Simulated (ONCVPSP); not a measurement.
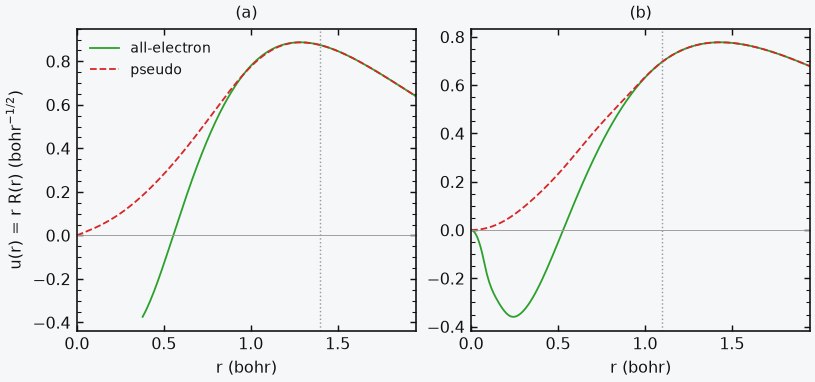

Partial waves u(r) = r R(r), all-electron (solid) and pseudo (dashed). Dotted lines mark the matching radii. The all-electron curves start outside the innermost oscillations, which aren't drawn.

ONCVPSP 4.0.1, revPBE, scalar-relativistic. The levels are (a) -20.67 eV, (b) -8.56 eV.

Identify the atom and the shell in each panel.

Chlorine (Cl), core [Ne], valence 3s2 3p5 (neutral): (a) 3s, (b) 3p.

Are the pseudo-waves norm-conserving?

Yes. The ONCV scheme keeps the all-electron norm inside the radius.
